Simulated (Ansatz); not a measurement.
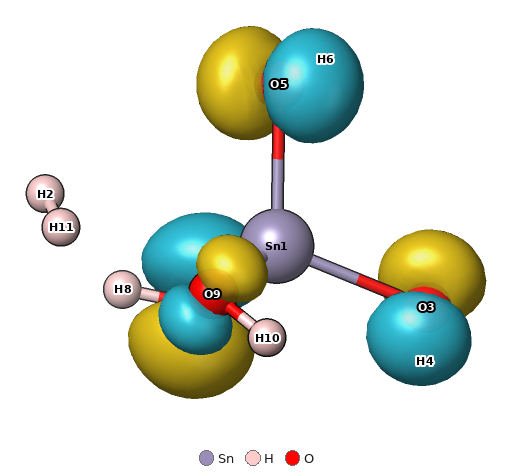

Figure 1: H4O4Sn···H2. One frontier orbital at ±0.15 Å⁻³ᐟ² (yellow and cyan are the two phases), seen at an oblique angle.

Core potentials replace the inner electrons of Sn; not at a stationary point (largest force 1.9 eV/Å).

Method: RKS PBE/def2-SVP (Ansatz).

```xyz
11

Sn    0.4082    0.2964   -0.1824
H    -1.0847    0.3368    2.3527
O     1.6563    0.1082   -1.7368
H     1.8412   -0.8478   -1.8429
O    -1.1280    1.4898   -0.6274
H    -1.4941    1.1971   -1.4862
O    -0.1326   -1.5942    0.1982
H    -0.6341   -1.6190    1.0414
O     1.3602    1.1693    1.3128
H     2.2709    1.3752    1.0205
H    -0.4201    0.5875    2.4866
```

Which orbital is it: HOMO or LUMO?

Answer. The HOMO, at −6.81 eV. Its weight (Hirshfeld) is mainly on O7 (about 35 %), O5 (about 25 %), O3 (about 20 %) and O9 (about 5 %); largely a combination of lone pairs on O7, O5, O3 and O9.
